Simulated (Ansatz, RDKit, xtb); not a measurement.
**Which structure has the formula InGaH3O2?, part 1 of 2**

Only the formula InGaH3O2 is given (odd number of electrons). Aim: find the structure of lowest free energy at 298.15 K, then its properties.

The funnel: GFN2-xTB relaxations, single points with a density functional, relaxations at PBE0-D3(BJ)/def2-SVP, harmonic vibrations, and a last energy at a higher level. All values are calculated.

5 further runs of the same task are left out: 5 set aside as unsound or not needed.

## 1. Candidates

A program enumerates the bonding patterns with one Lewis structure each (two rings at most, one unusual centre or charged pair), with their diastereomers. O–O, O–halogen and N–halogen bonds and N–N–N chains are not drawn. That gives 30 candidates.

c030 [O]1[Ga][OH+][InH2-]1; c117 [OH][Ga][InH][OH]; c123 [O][Ga@@H-]1[OH+][InH]1; c161 [OH][Ga][O][InH2]; c189 [O][InH][GaH][OH]; c227 [OH][GaH][In][OH]; c228 [O][InH][O][GaH2]; c239 [OH][InH][O][GaH]; c301 [O][In+][GaH2-][OH]; c373 [O][Ga+][InH2-][OH]; c384 [O]1[GaH2-][OH+][In]1; c409 [OH][Ga@@H-]1[OH+][In]1; c411 [O][GaH-]([OH])[InH+]; c420 [O][In@@H-]1[OH+][GaH]1; c498 [O][Ga]([OH])[InH2]; c502 [OH][GaH][O][InH]; c588 [OH][In][O][GaH2]; c589 [OH][In@@H-]1[OH+][Ga]1; c618 [O][In]1[OH+][GaH2-]1; c640 [O][InH2-][Ga+][OH]; c652 [OH2+][Ga@@H-]1[O][In]1; c672 [O][GaH][InH][OH]; c706 [O][Ga]1[OH+][InH2-]1; c772 [OH2+][In@@H-]1[O][Ga]1; c788 [OH][Ga]([OH])[InH]; c812 [O][In]([OH])[GaH2]; c886 [O][GaH][O][InH2]; c898 [OH][In]([OH])[GaH]; c920 [O][GaH2-][In+][OH]; c926 [O][InH-]([OH])[GaH+].

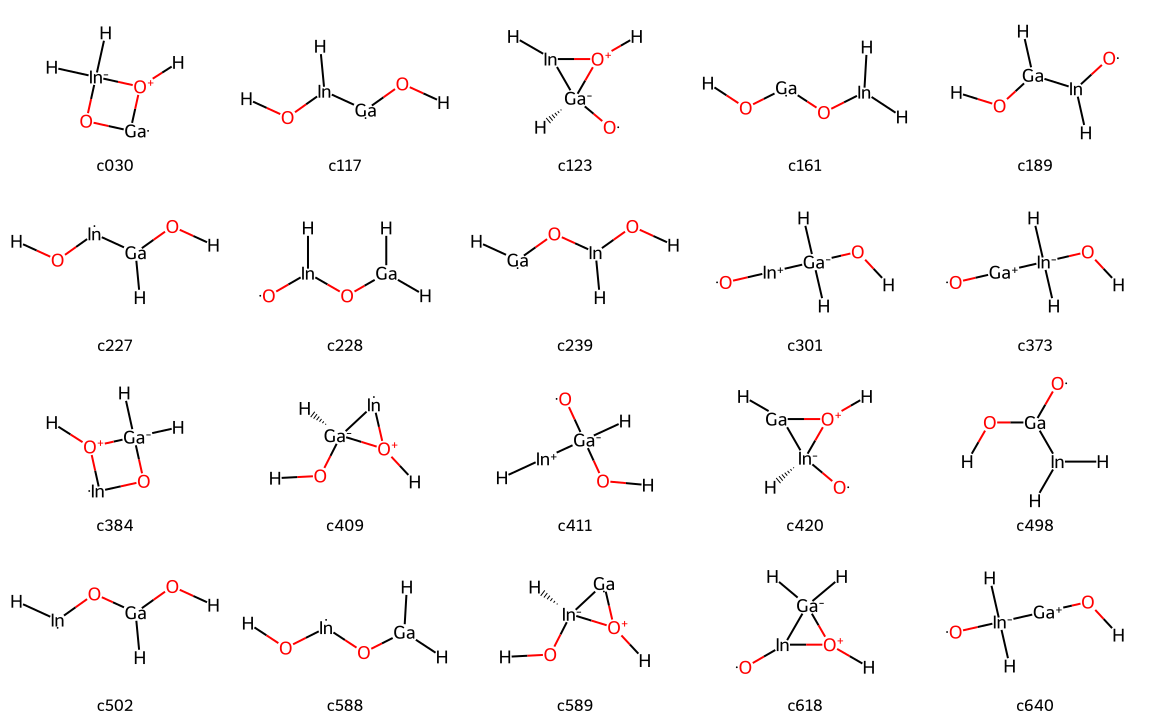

Structural formulas of the candidates (the first 20).

Candidates are built by distance geometry, with a force field where one applies, in up to four conformers (letters a to d). 16 starts with atoms placed at random are added, to find patterns that the rules miss.

## 2. Search with GFN2-xTB

All 113 starts are relaxed the same way. One of them, c588d (enumerated, embedded by distance geometry), in full:

start.xyz

```xyz
7
c588d
Ga     2.180977    -0.256790     1.289056
In    -0.014926    -0.471053    -0.457256
O      0.592279     1.702497    -0.505826
O      1.402081    -1.527443     0.468569
H      1.150400     1.938474    -0.915080
H      3.526814    -1.233684     1.547903
H      2.760127     0.977541     1.156720
```

Started as:

```console
$ xtb start.xyz --gfn 2 --opt --uhf 1
```

Standard output (excerpt; [...] marks lines left out):

```text
* xtb version 6.7.1
[...]
          :  # basis functions                  31          :
[...]
          :  # electrons                        21          :
[...]
          :  Hamiltonian                  GFN2-xTB          :
[...]
          :  net charge                          0          :
          :  unpaired electrons                  1          :
[...]
   *** convergence criteria satisfied after 15 iterations ***
[...]
   *** GEOMETRY OPTIMIZATION CONVERGED AFTER 34 ITERATIONS ***
[...]
   *** convergence criteria satisfied after 3 iterations ***
[...]
         ::                     SUMMARY                     ::
         :::::::::::::::::::::::::::::::::::::::::::::::::::::
         :: total energy             -12.137815821187 Eh    ::
         :: gradient norm              0.000365353525 Eh/a0 ::
         :: HOMO-LUMO gap              5.452567277058 eV    ::
         ::.................................................::
         :: SCC energy               -12.170063973805 Eh    ::
         :: -> isotropic ES            0.094072631624 Eh    ::
         :: -> anisotropic ES         -0.003380159957 Eh    ::
         :: -> anisotropic XC          0.000814359457 Eh    ::
         :: -> dispersion             -0.004253256843 Eh    ::
         :: repulsion energy           0.032248152619 Eh    ::
         :: add. restraining           0.000000000000 Eh    ::
         :: total charge              -0.000000000000 e     ::
         :::::::::::::::::::::::::::::::::::::::::::::::::::::
[...]
        11        1.0001           -0.3856921             -10.4952 (HOMO)
        12                         -0.1853139              -5.0426 (LUMO)
[...]
          | TOTAL ENERGY              -12.137815821187 Eh   |
          | GRADIENT NORM               0.000365353525 Eh/α |
          | HOMO-LUMO GAP               5.452567277058 eV   |
           -------------------------------------------------
[...]
```

Wall time 0.12 s (2 threads of Arm Neoverse V2, shared host).

## 3. Distinct minima at GFN2-xTB

113 of the 113 relaxations converged; 62 ended on a minimum already found. 51 distinct structures remain, the lowest 22 here:

```
label             start                SMILES after     spin  energy (kcal/mol)           note
c898b  drawn and random   [H][Ga]1[OH]->[In][OH]->1  doublet                0.0  bonds changed
c409b  drawn and random     [OH]1->[GaH][OH]->[In]1  doublet                0.1  bonds changed
c117c  drawn and random  [H].[OH]1->[Ga][OH]->[In]1  doublet                6.7  loosely bound
c227d  drawn and random      [H].[OH][Ga]<-[OH][In]  doublet               12.0  loosely bound
 c687            random      [H].[OH][Ga]<-[OH][In]  doublet               12.0  loosely bound
c227b  drawn and random      [H].[OH][Ga]<-[OH][In]  doublet               12.5  loosely bound
c788b             drawn         [OH][Ga][OH][InH] ‡  doublet               16.0  bonds changed
 c090            random      [H][H].[OH][Ga][O][In]  doublet               18.3     fell apart
c672c             drawn      [H][H].[OH][Ga][O][In]  doublet               19.8     fell apart
c898c             drawn          [OH][GaH].[OH][In]  doublet               23.2  loosely bound
 c054            random        [GaH][O][In].[OH2] ‡  doublet               23.3  loosely bound
c589a             drawn          [OH][Ga].[OH][InH]  doublet               27.7  loosely bound
c589b             drawn       [H].[OH][Ga].[OH][In]  doublet               28.1     fell apart
 c839            random        [Ga][O][InH].[OH2] ‡  doublet               31.1  loosely bound
c772b             drawn        [Ga][O][InH].[OH2] ‡  doublet               31.2  loosely bound
c652b             drawn        [GaH][O][In].[OH2] ‡  doublet               31.7     fell apart
c788d             drawn         [OH][Ga]([OH])[InH]  doublet               31.8               
c788a             drawn         [OH][Ga]([OH])[InH]  doublet               31.8               
 c919            random         [OH][GaH2][O][In] ‡  doublet               32.7               
c301d  drawn and random       [OH][GaH2]1[O][In]1 ‡  doublet               35.2  bonds changed
c920d             drawn         [OH][GaH2][O][In] ‡  doublet               35.2  bonds changed
c301b             drawn       [OH][GaH2]1[O][In]1 ‡  doublet               35.2  bonds changed
```

‡ marks the bonded skeleton alone, with all bonds drawn single: no Lewis structure was assigned that passes a check against the bond lengths.

GFN2-xTB has no spin polarisation, so it can't rank spin states and is rough for open shells.

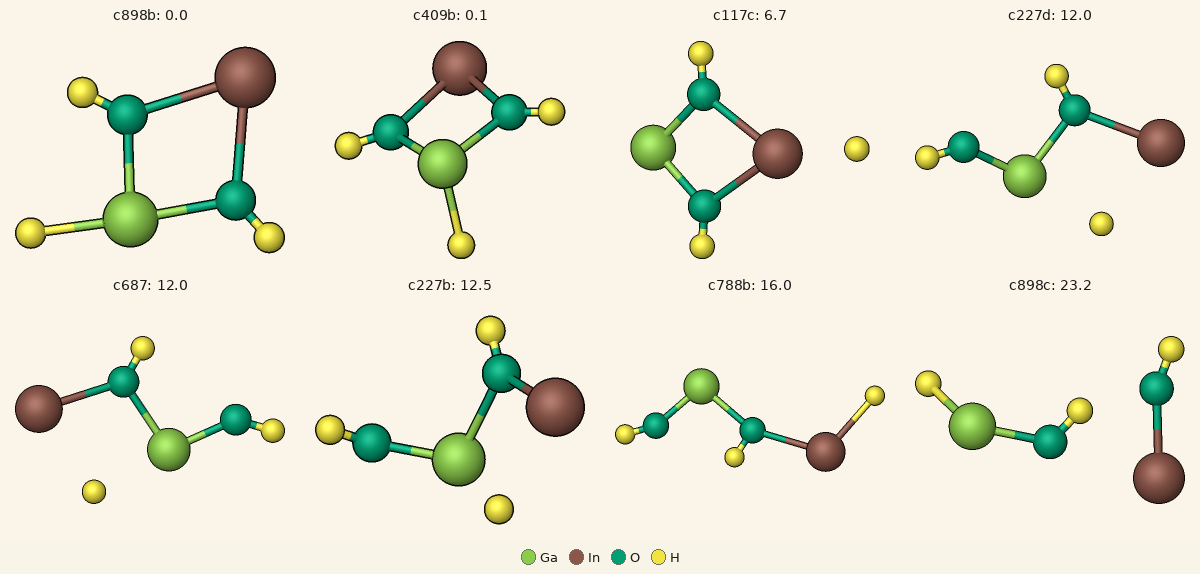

The 8 lowest minima that did not fall apart, with their GFN2-xTB energies in kcal/mol.

## 4. Single points on the low minima

A choice of the minima (the low ones first, few conformers of a pattern, up to a cap) and the lowest that fell apart get a single point at r2SCAN-D4/def2-SVP on the tight-binding geometry, and one at HF/STO-3G for comparison. Within 40 kcal/mol but not screened, among others: c227b, c788b, c301b, c618a, c618b. The first, c898b:

input.yaml

```yaml
crystal:
  periodic: [false, false, false]
  atoms:
    - {symbol: Ga, position_ang: [-1.418380, 1.385144, -0.927455]}
    - {symbol: In, position_ang: [1.183114, 2.985140, 0.744951]}
    - {symbol: O, position_ang: [-1.152710, 2.684390, 0.563230]}
    - {symbol: O, position_ang: [0.622157, 1.479671, -0.965819]}
    - {symbol: H, position_ang: [-1.928498, 3.019648, 1.015179]}
    - {symbol: H, position_ang: [1.139273, 0.972745, -1.594192]}
    - {symbol: H, position_ang: [-3.344555, 1.379460, -0.849493]}
basis:
  gaussian:
    orbitals: def2-SVP
magnetization:
  spin_polarized: true
  initial_magnetization: 1
hamiltonian:
  xc: {name: r2SCAN}
  dispersion: d4
scf:
  lower_state_search: off
output: {orbitals: {seedname: orbitals}}
```

Started as:

```console
$ ansatz run input.yaml --threads 2 --pin off --max-ram 4350MiB --events-out events.jsonl --progress --plain --runs-dir runs
```

Standard output (excerpt; [...] marks lines left out):

```text
Warning: RAYON_NUM_THREADS=2 ignored (pool sized by the plan → 2); use --threads N
Functional definition: r2SCAN
  name "r2SCAN"
[...]
1131 factors; their error is unknown
[...]
mean field -61685.65073163 eV, -2266.9058523517 hartree, gradient 6.4e-6 eV, S^2 0.765814; 0 other end points of the search recorded, 0 dependent functions left out
reference -61685.65075069 eV, -2266.9058530519 hartree; 36, 35 occupied and 65, 66 virtual orbitals, 1131 factors
Total energy: -61685.69023302 eV, -2266.9073040008 hartree
Checks for a lower state left out: stability, starts, cluster_reference, orbital_swaps, neighbouring_geometries, increment
```

Run time: 4.8 s. Hardware: 2 threads of Arm Neoverse V2, shared host.

Relative energies in kcal/mol, each column from its lowest structure that stays in one piece:

```
label                      SMILES     spin  GFN2-xTB  HF/STO-3G  r2SCAN-D4/def2-SVP
c409b     [OH]1->[GaH][OH]->[In]1  doublet       0.1        0.0                 0.0
c898b   [H][Ga]1[OH]->[In][OH]->1  doublet       0.0       46.8                15.0
c117c  [H].[OH]1->[Ga][OH]->[In]1  doublet       6.7       37.8                20.9
c227d      [H].[OH][Ga]<-[OH][In]  doublet      12.0       86.4                26.3
 c090      [H][H].[OH][Ga][O][In]  doublet      18.3       51.2                26.6
 c687      [H].[OH][Ga]<-[OH][In]  doublet      12.0       92.1                27.5
 c054        [GaH][O][In].[OH2] ‡  doublet      23.3       65.3                29.2
c920d         [OH][GaH2][O][In] ‡  doublet      35.2       27.2                33.6
c301d       [OH][GaH2]1[O][In]1 ‡  doublet      35.2       24.3                33.9
c772b        [Ga][O][InH].[OH2] ‡  doublet      31.2       68.7                36.0
c898c          [OH][GaH].[OH][In]  doublet      23.2       91.3                37.4
c589a          [OH][Ga].[OH][InH]  doublet      27.7       76.2                39.7
c788a         [OH][Ga]([OH])[InH]  doublet      31.8      100.7                42.3
c788d         [OH][Ga]([OH])[InH]  doublet      31.8      102.0                42.9
 c839        [Ga][O][InH].[OH2] ‡  doublet      31.1       83.0                44.9
 c919         [OH][GaH2][O][In] ‡  doublet      32.7       28.2                48.1
```

‡ marks the bonded skeleton alone, with all bonds drawn single: no Lewis structure was assigned that passes a check against the bond lengths.

Measured from c409b, GFN2-xTB misplaces c687 by 16 kcal/mol against r2SCAN-D4/def2-SVP, so minima dropped on its energies alone could hide the lowest isomer.

## 5. Patterns that tight binding lost

Some ordinary bonding patterns rearranged or fell apart under GFN2-xTB. Their starts are relaxed at r2SCAN-D4/def2-SVP instead (label ending in r). The first, c117ar:

input.yaml

```yaml
crystal:
  periodic: [false, false, false]
  atoms:
    - symbol: Ga
      position_ang: [0.458699, 0.146425, -1.310816]
    - symbol: In
      position_ang: [2.684402, -0.364581, 0.046160]
    - symbol: O
      position_ang: [-0.595410, 1.263977, -0.585912]
    - symbol: O
      position_ang: [3.798418, 0.647957, 1.668679]
    - symbol: H
      position_ang: [-0.837843, 0.894878, 0.306634]
    - symbol: H
      position_ang: [2.860370, -1.936288, -0.060226]
    - symbol: H
      position_ang: [3.236020, 0.651501, 2.474455]
basis:
  gaussian:
    orbitals: def2-SVP
relax:
  f_tol: 0.01
hamiltonian:
  xc: r2scan
  dispersion: d4
magnetization:
  spin_polarized: true
  initial_magnetization: 1
output: {orbitals: {seedname: orbitals}}
```

Started as:

```console
$ ansatz run input.yaml --threads 2 --pin off --max-ram 4350MiB --events-out events.jsonl --progress --plain --runs-dir runs
```

Standard output (excerpt; [...] marks lines left out):

```text
Warning: RAYON_NUM_THREADS=2 ignored (pool sized by the plan → 2); use --threads N
[...]
[... 2 set-up lines as earlier in the session ...]
[...]
1131 factors; their error is unknown
[...]
mean field -61683.57971001 eV, -2266.8297437107 hartree, gradient 3.6e-5 eV, S^2 0.763479; 3 other end points of the search recorded, 0 dependent functions left out
[...]
reference -61683.57973077 eV, -2266.8297444737 hartree; 36, 35 occupied and 65, 66 virtual orbitals, 1131 factors
[...]
Atom 2 at    -0.920012     1.180708    -0.634337 Å, force    -0.005072    -0.003017     0.008131 eV/Å
Atom 3 at     3.794652     0.249679     1.696118 Å, force     0.000821    -0.000368     0.000305 eV/Å
Atom 4 at    -1.306331     0.762492     0.146835 Å, force     0.000843     0.002754    -0.005731 eV/Å
Atom 5 at     3.194489    -2.215874    -0.061523 Å, force    -0.000316     0.000756     0.000409 eV/Å
Atom 6 at     3.501273     1.127939     1.974209 Å, force    -0.000352    -0.000681    -0.000563 eV/Å
Dipole moment:    -0.349624     0.030248     0.066485 e Å
```

It took 2.9 min on 2 threads of Arm Neoverse V2, shared host.

Energies at r2SCAN-D4/def2-SVP after that relaxation, from the lowest structure of the screen (which was not relaxed at this level):

```
 label                   SMILES     spin  energy (kcal/mol)
c117ar        [OH][Ga][InH][OH]  doublet               34.2
c227ar  [OH][Ga@@H-]1[OH+][In]1  doublet                3.9
c898ar      [OH][In]([OH])[GaH]  doublet               45.5
```

## 6. Relaxing the best candidates

3 candidates are relaxed at PBE0-D3(BJ)/def2-SVP (chosen among the lowest in one piece). The first, c409b:

input.yaml

```yaml
crystal:
  periodic: [false, false, false]
  atoms:
    - symbol: Ga
      position_ang: [2.144790, -0.377074, 0.373335]
    - symbol: In
      position_ang: [0.856482, 1.624061, -2.143050]
    - symbol: O
      position_ang: [0.932059, -0.548319, -1.222669]
    - symbol: O
      position_ang: [2.227884, 1.542090, -0.224653]
    - symbol: H
      position_ang: [0.488732, -1.372973, -1.427364]
    - symbol: H
      position_ang: [1.015099, -0.359955, 1.826907]
    - symbol: H
      position_ang: [2.707928, 2.201603, 0.278869]
basis:
  gaussian:
    orbitals: def2-SVP
magnetization:
  spin_polarized: true
  initial_magnetization: 1
hamiltonian:
  xc: {name: PBE0}
  dispersion: d3bj
relax:
  f_tol: 0.003
```

Started as:

```console
$ ansatz run input.yaml --threads 2 --pin off --max-ram 4350MiB --events-out events.jsonl --progress --plain --runs-dir runs
```

Standard output (excerpt; [...] marks lines left out):

```text
Warning: RAYON_NUM_THREADS=2 ignored (pool sized by the plan → 2); use --threads N
[...]
Functional definition: PBE0
  name "PBE0"
[...]
1147 factors; integrals over basis functions are off by at most 2.2e-4 eV
[...]
mean field -61675.22960379 eV, -2266.5228829672 hartree, gradient 2.7e-5 eV, S^2 0.756977; 0 other end points of the search recorded, 0 dependent functions left out
[...]
Atom 2 at     1.010852    -0.501001    -1.195603 Å, force     0.000024    -0.000639     0.000810 eV/Å
Atom 3 at     2.108759     1.533020    -0.188458 Å, force     0.000382    -0.000382    -0.000072 eV/Å
Atom 4 at     0.484947    -1.288200    -1.366923 Å, force    -0.000442     0.000061    -0.000502 eV/Å
Atom 5 at     1.068143    -0.452743     1.702979 Å, force    -0.000643     0.000108     0.000947 eV/Å
Atom 6 at     2.738103     2.165475     0.170947 Å, force    -0.000707     0.000284     0.000011 eV/Å
Dipole moment:    -0.084789     0.211945    -0.341446 e Å
```

It took 100 s on 2 threads of Arm Neoverse V2, shared host.

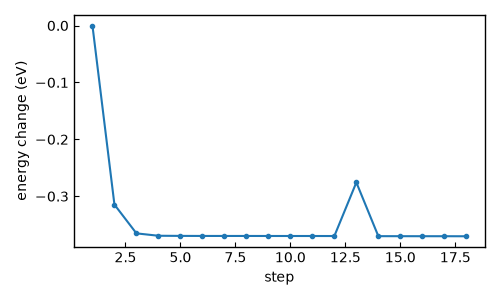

Energy along the run, all evaluated steps.

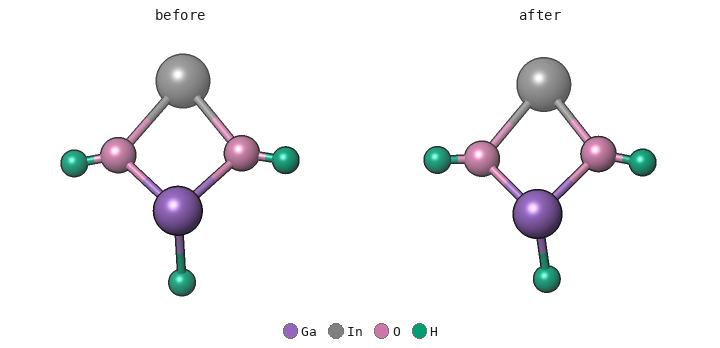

Before and after, at one scale.

After the run. Bond lengths: Ga1–O3 1.943 Å, In2–O3 2.250 Å, Ga1–O4 1.942 Å, In2–O4 2.252 Å, O3–H5 0.962 Å, Ga1–H6 1.610 Å, O4–H7 0.962 Å. Angles: Ga1–O3–In2 105.5°, O3–Ga1–O4 80.9°, O3–In2–O4 68.1°, Ga1–O4–In2 105.4°, Ga1–O3–H5 121.6°, In2–O3–H5 130.8°, O3–Ga1–H6 109.0°, O4–Ga1–H6 111.0°, Ga1–O4–H7 121.5°, In2–O4–H7 131.1°.

## 7. Ranking at PBE0-D3(BJ)/def2-SVP

```
 label     spin  r2SCAN-D4/def2-SVP (kcal/mol)  PBE0-D3(BJ)/def2-SVP, relaxed (kcal/mol)   time                   note
 c409b  doublet                            0.0                                       0.0  100 s                       
 c898b  doublet                           15.0                                       0.0   83 s  same minimum as c409b
c227ar  doublet                            3.9                                      11.8   54 s
```

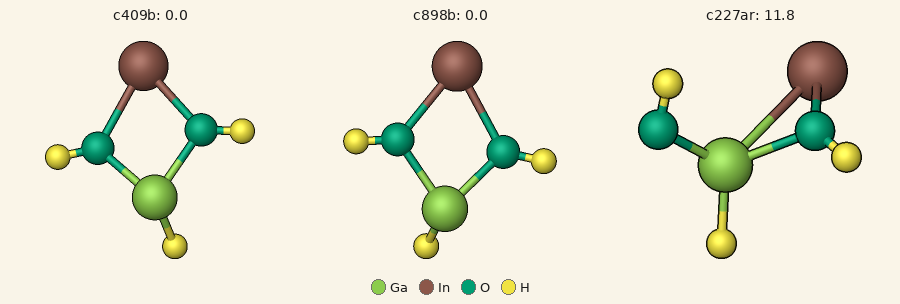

The relaxed structures, with energies at PBE0-D3(BJ)/def2-SVP in kcal/mol.

## 8. Vibrations and thermal terms

The lowest few in one piece go on as finalists. Harmonic vibrations at PBE0-D3(BJ)/def2-SVP test each finalist and give the zero-point energy and the thermal terms. The first, c409b:

input.yaml

```yaml
basis:
  gaussian:
    orbitals: def2-SVP
crystal:
  periodic: [false, false, false]
  atoms:
    - symbol: Ga
      position_ang: [2.049613, -0.305090, 0.435056]
    - symbol: In
      position_ang: [0.912557, 1.557972, -2.096623]
    - symbol: O
      position_ang: [1.010852, -0.501001, -1.195603]
    - symbol: O
      position_ang: [2.108759, 1.533020, -0.188458]
    - symbol: H
      position_ang: [0.484947, -1.288200, -1.366923]
    - symbol: H
      position_ang: [1.068143, -0.452743, 1.702979]
    - symbol: H
      position_ang: [2.738103, 2.165475, 0.170947]
magnetization:
  spin_polarized: true
  initial_magnetization: 1
hamiltonian:
  xc: {name: PBE0}
  dispersion: d3bj
scf:
  lower_state_search: off
phonons: {}
```

Started as:

```console
$ ansatz run input.yaml --threads 2 --pin off --max-ram 4350MiB --events-out events.jsonl --progress --plain --runs-dir runs
```

Standard output (excerpt; [...] marks lines left out):

```text
Warning: RAYON_NUM_THREADS=2 ignored (pool sized by the plan → 2); use --threads N
[... 2 set-up lines as earlier in the session ...]
[...]
1146 factors; integrals over basis functions are off by at most 3.4e-4 eV
[...]
mean field -61675.60077762 eV, -2266.5365233538 hartree, gradient 4.6e-6 eV, S^2 0.752700; 0 other end points of the search recorded, 0 dependent functions left out
[...]
Atom 5 at     1.068143    -0.452743     1.702979 Å, force    -0.000643     0.000118     0.000937 eV/Å
Atom 6 at     2.738103     2.165475     0.170947 Å, force    -0.000706     0.000285     0.000013 eV/Å
Dipole moment:    -0.084790     0.211946    -0.341448 e Å
Vibrations: 82.08 122.57 196.56 245.06 297.66 398.45 446.52 475.00 520.59 579.79 769.56 809.92 1757.20 3922.02 3927.63 cm⁻¹, zero-point energy 0.902023 eV
Checks for a lower state left out: stability, starts, cluster_reference, orbital_swaps, neighbouring_geometries, increment
```

Run time: 2.4 min. Hardware: 2 threads of Arm Neoverse V2, shared host.

## 9. Thermal terms of the finalists

At 298.15 K and 1 atm, ideal gas, rigid rotor and harmonic oscillator:

```
 label                   SMILES     spin  point group  lowest mode (cm⁻¹)  zero-point (kcal/mol)  G − E (kcal/mol)
 c409b  [OH]1->[GaH][OH]->[In]1  doublet           C1                  82                   20.8              -0.7
c227ar  [OH][Ga@@H-]1[OH+][In]1  doublet           C1                  73                   20.8              -1.2
```

Chiral structures get −RT ln 2 for their mirror image.

## 10. Energies at the top level

Single points at CCSD(T)/def2-SVP + MP2/def2-TZVPP - MP2/def2-SVP on the refined geometries decide the order.

c409b, CCSD(T)/def2-SVP:

input.yaml

```yaml
crystal:
  periodic: [false, false, false]
  atoms:
    - {symbol: Ga, position_ang: [2.049613, -0.305090, 0.435056]}
    - {symbol: In, position_ang: [0.912557, 1.557972, -2.096623]}
    - {symbol: O, position_ang: [1.010852, -0.501001, -1.195603]}
    - {symbol: O, position_ang: [2.108759, 1.533020, -0.188458]}
    - {symbol: H, position_ang: [0.484947, -1.288200, -1.366923]}
    - {symbol: H, position_ang: [1.068143, -0.452743, 1.702979]}
    - {symbol: H, position_ang: [2.738103, 2.165475, 0.170947]}
basis:
  gaussian:
    orbitals: def2-SVP
scf:
  omitted_lower_state_checks: [cluster_reference]
magnetization:
  spin_polarized: true
  initial_magnetization: 1
correlation:
  method: ccsd_t
  frozen_orbitals: {H: 0, Ga: 9, O: 1, In: 4}
```

Started as:

```console
$ ansatz run input.yaml --threads 2 --pin off --max-ram 4350MiB --events-out events.jsonl --progress --plain --runs-dir runs
```

Standard output (excerpt; [...] marks lines left out):

```text
Warning: RAYON_NUM_THREADS=2 ignored (pool sized by the plan → 2); use --threads N
Functional definition: HF
  name "HF"
[...]
1074 factors; integrals over basis functions are off by at most 8.0e-4 eV
[...]
mean field -61597.11441055 eV, -2263.6522025641 hartree, gradient 5.1e-6 eV, S^2 0.755450; 2 other end points of the search recorded, 0 dependent functions left out
15 core orbitals not correlated: weight in the atoms' cores, before any rotation towards them, 1.000 or more for the frozen orbitals, at most 0.000 for the correlated occupied ones
reference -61597.11441055 eV, -2263.6522025641 hartree; 21, 20 occupied and 65, 66 virtual orbitals, 1074 factors
second order -17.79245467 eV of doubles, -0.00000000 eV of singles
cycle   1  -17.46038923 eV  change    3.3e-1 eV  update   1.2e-1
[...]
cycle  10  -18.18986777 eV  change    9.1e-6 eV  update   3.8e-5
perturbative correction -0.50930828 eV, -0.0187167339 hartree
Total energy: -61615.81358660 eV, -2264.3393846090 hartree
Checks for a lower state left out: cluster_reference
```

It took 51 s on 2 threads of Arm Neoverse V2, shared host; peak memory 0.99 GiB.

(Continued in part 2 of 2.)
